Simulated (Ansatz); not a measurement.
**One shape, several levels: [SnH5]− (SMILES [H][Sn-]([H])([H])([H])[H])**

Aim: a comparison of 6 runs (HF/STO-3G, HSE06/STO-3G, UPBE/STO-3G, r2SCAN0/STO-3G, wB97X/STO-3G, FCI/STO-3G) of [SnH5]−. 

Program for the calculation: Ansatz 0.2.0.

## 1. The structure to begin with

[SnH5]−: 6 atoms, total charge -1, spin state singlet. SMILES: `[H][Sn-]([H])([H])([H])[H]`. The H2–Sn1 distance was set to 2.828 Å, away from the relaxed value. At this shape the atoms don't form one bonded unit as the SMILES string has it.

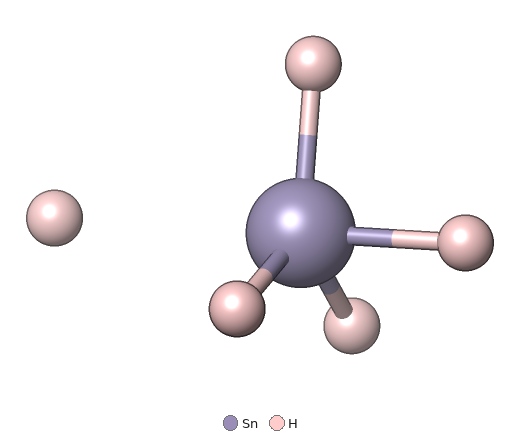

The structure, seen from a chosen angle (tin purple, hydrogen pink).

## 2. The energy at HF/STO-3G (run 1)

input.yaml

```yaml
crystal:
  periodic: [false, false, false]
  atoms:
    - {symbol: Sn, position_ang: [0.010710, 0.001030, -0.942233]}
    - {symbol: H, position_ang: [-0.020070, -0.006290, 1.885790]}
    - {symbol: H, position_ang: [0.030510, 0.013160, -2.830683]}
    - {symbol: H, position_ang: [1.793040, 0.013220, -0.923793]}
    - {symbol: H, position_ang: [-0.892210, 1.538410, -0.946073]}
    - {symbol: H, position_ang: [-0.870690, -1.547320, -0.956273]}
basis:
  gaussian: {orbitals: STO-3G}
total_charge: -1
hamiltonian: {xc: hf}
accuracy: high
```

Run with:

```console
ansatz run input.yaml --threads 1 --pin off --max-ram 2610MiB --events-out events.jsonl --progress --plain --runs-dir runs
```

Output:

```text
Warning: RAYON_NUM_THREADS=1 ignored (pool sized by the plan → 1); use --threads N
Functional definition: HF
  name "HF"
  exchange = exact_x
  correlation = 0
566 factors; integrals over basis functions are off by at most 4.7e-9 eV
mean field evaluation 1: about -162336.9256 eV, gradient 9.6e0 eV
mean field evaluation 2: about -162336.9200 eV, gradient 9.6e0 eV
mean field evaluation 4: about -162338.1107 eV, gradient 1.9e-1 eV
mean field evaluation 8: about -162338.1091 eV, gradient 4.6e-4 eV
mean field -162338.10907768 eV, -5965.8154718821 hartree, gradient 1.7e-8 eV, S^2 0.000000; 0 other end points of the search recorded, 0 dependent functions left out
reference -162338.10907768 eV, -5965.8154718821 hartree; 28, 28 occupied and 4, 4 virtual orbitals, 566 factors
Total energy: -162338.10907768 eV, -5965.8154718821 hartree
```

Wall time 0.34 s (1 thread of AMD EPYC 9R14 (Zen 4), shared host); peak memory 0.095 GiB.

## 3. The energy at HSE06/STO-3G (run 2)

in.yaml

```yaml
crystal:
  periodic: [false, false, false]
  atoms:
    - {symbol: Sn, position_ang: [0.010710, 0.001030, -0.942233]}
    - {symbol: H, position_ang: [-0.020070, -0.006290, 1.885790]}
    - {symbol: H, position_ang: [0.030510, 0.013160, -2.830683]}
    - {symbol: H, position_ang: [1.793040, 0.013220, -0.923793]}
    - {symbol: H, position_ang: [-0.892210, 1.538410, -0.946073]}
    - {symbol: H, position_ang: [-0.870690, -1.547320, -0.956273]}
basis:
  gaussian:
    orbitals: STO-3G
total_charge: -1
hamiltonian:
  xc: {name: HSE06}
accuracy: high
```

Run with:

```console
ansatz run in.yaml --threads 1 --pin off --max-ram 2610MiB --events-out events.jsonl --progress --plain --runs-dir runs
```

Output:

```text
Warning: RAYON_NUM_THREADS=1 ignored (pool sized by the plan → 1); use --threads N
Functional definition: HSE06
  name "HSE06"
  parameter a = 0.25
  parameter omega = 0.11/bohr
  exchange = pbe_x - a*pbe_x_sr(omega) + a*exact_x_sr(omega)
  correlation = pbe_c
566 factors; integrals over basis functions are off by at most 4.7e-9 eV
58 factors; integrals over basis functions are off by at most 1.9e-9 eV
mean field evaluation 1: about -162387.9548 eV, gradient 1.4e1 eV
mean field evaluation 2: about -162377.9436 eV, gradient 3.0e1 eV
mean field evaluation 4: about -162390.4908 eV, gradient 5.0e-1 eV
mean field evaluation 8: about -162390.4245 eV, gradient 1.7e-3 eV
mean field evaluation 16: about -162390.4245 eV, gradient 1.1e-7 eV
mean field -162390.42446725 eV, -5967.7380269883 hartree, gradient 1.5e-8 eV, S^2 0.000000; 0 other end points of the search recorded, 0 dependent functions left out
reference -162390.42446923 eV, -5967.7380270613 hartree; 28, 28 occupied and 4, 4 virtual orbitals, 566 factors
Total energy: -162390.42446923 eV, -5967.7380270613 hartree
```

Wall time 1.5 s (1 thread of AMD EPYC 9R14 (Zen 4), shared host); peak memory 0.13 GiB.

## 4. A single-point energy at UPBE/STO-3G (run 3)

run.yaml

```yaml
crystal:
  periodic: [false, false, false]
  atoms:
    - symbol: Sn
      position_ang: [0.010710, 0.001030, -0.942233]
    - symbol: H
      position_ang: [-0.020070, -0.006290, 1.885790]
    - symbol: H
      position_ang: [0.030510, 0.013160, -2.830683]
    - symbol: H
      position_ang: [1.793040, 0.013220, -0.923793]
    - symbol: H
      position_ang: [-0.892210, 1.538410, -0.946073]
    - symbol: H
      position_ang: [-0.870690, -1.547320, -0.956273]
basis:
  gaussian: {orbitals: STO-3G}
total_charge: -1
magnetization: {spin_polarized: true}
hamiltonian: {xc: {name: PBE}}
accuracy: high
```

Run with:

```console
ansatz run run.yaml --threads 1 --pin off --max-ram 2610MiB --events-out events.jsonl --progress --plain --runs-dir runs
```

Output:

```text
Warning: RAYON_NUM_THREADS=1 ignored (pool sized by the plan → 1); use --threads N
Functional definition: PBE
  name "PBE"
  parameter kappa = 0.804
  parameter beta = 0.06672455060314922
  exchange = pbe_x(kappa = kappa, mu = beta*pi^2/3)
  correlation = pbe_c(beta = beta)
566 factors; integrals over basis functions are off by at most 4.7e-9 eV
mean field evaluation 1: about -162377.7861 eV, gradient 1.3e1 eV
mean field evaluation 2: about -162364.3201 eV, gradient 1.9e1 eV
mean field evaluation 4: about -162381.0247 eV, gradient 3.1e0 eV
mean field evaluation 8: about -162381.1908 eV, gradient 3.5e-1 eV
mean field evaluation 16: about -162381.0997 eV, gradient 6.9e-4 eV
mean field -162381.09971108 eV, -5967.3953485197 hartree, gradient 2.3e-8 eV, S^2 0.000000; 1 other end points of the search recorded, 0 dependent functions left out
reference -162381.09971306 eV, -5967.3953485924 hartree; 28, 28 occupied and 4, 4 virtual orbitals, 566 factors
Total energy: -162381.09971306 eV, -5967.3953485924 hartree
```

Run time: 1.9 s. Hardware: 1 thread of AMD EPYC 9R14 (Zen 4), shared host; peak memory 0.15 GiB.

Runs 4 to 5 aren't shown in full; the table further down has their settings and results.

## 5. A single-point energy at FCI/STO-3G (run 6)

input.yaml: that of step 2 with these lines changed.

```diff
@@ -10,5 +10,8 @@
 basis:
-  gaussian: {orbitals: STO-3G}
+  gaussian:
+    orbitals: STO-3G
 total_charge: -1
-hamiltonian: {xc: hf}
+correlation:
+  method: fci
+  frozen_orbitals: {H: 0, Sn: 18}
 accuracy: high
```

Run with:

```console
ansatz run input.yaml --threads 1 --pin off --max-ram 2610MiB --events-out events.jsonl --progress --plain --runs-dir runs
```

Output:

```text
Warning: RAYON_NUM_THREADS=1 ignored (pool sized by the plan → 1); use --threads N
[... 4 set-up lines as earlier in the session ...]
566 factors; integrals over basis functions are off by at most 4.7e-9 eV
mean field evaluation 1: about -162336.9256 eV, gradient 9.6e0 eV
mean field evaluation 2: about -162336.9200 eV, gradient 9.6e0 eV
mean field evaluation 4: about -162338.1107 eV, gradient 1.9e-1 eV
mean field evaluation 8: about -162338.1091 eV, gradient 4.6e-4 eV
mean field -162338.10907768 eV, -5965.8154718821 hartree, gradient 1.7e-8 eV, S^2 0.000000; 0 other end points of the search recorded, 0 dependent functions left out; unrestricted orbitals would lower it
mean field evaluation 16: about -162338.2279 eV, gradient 9.6e-2 eV
18 core orbitals not correlated: weight in the atoms' cores, before any rotation towards them, 1.000 or more for the frozen orbitals, at most 0.000 for the correlated occupied ones
reference -162338.10907768 eV, -5965.8154718821 hartree; 10, 10 occupied and 4, 4 virtual orbitals, 566 factors
state -162340.67594723 eV, -5965.9098025982 hartree
Total energy: -162340.67594723 eV, -5965.9098025982 hartree
```

Run time: 2.1 s. Hardware: 1 thread of AMD EPYC 9R14 (Zen 4), shared host; peak memory 0.15 GiB.

## 6. The series

| run | level | frozen core orbitals | energy (Eh) | wall time |
| --- | --- | --- | --- | --- |
| 1 | HF/STO-3G | – | -5965.815472 | 0.34 s |
| 2 | HSE06/STO-3G | – | -5967.738027 | 1.5 s |
| 3 | UPBE/STO-3G | – | -5967.395349 | 1.9 s |
| 4 | r2SCAN0/STO-3G | – | -5968.294275 | 2.3 s |
| 5 | wB97X/STO-3G | – | -5968.155425 | 4.2 s |
| 6 | FCI/STO-3G | 18 | -5965.909803 | 2.1 s |

## 7. Summary of results

```
                                           quantity           value
                                run 6: total energy  -5965.90980 Eh
run 6: correlation energy (18 core orbitals frozen)       -94.3 mEh
```

In words: Against full CI in this basis: HF +94.3 mEh. Totals of different functionals can't be ranked against each other. In runs 1, 2, 3, 4, 5, 6 the basis is minimal, so dipoles, gaps and forces are rough. In runs 1, 2, 3, 4, 5, 6 relativity is left out where basis or elements ask for it. All runs together took 12 s, the longest 4.2 s.
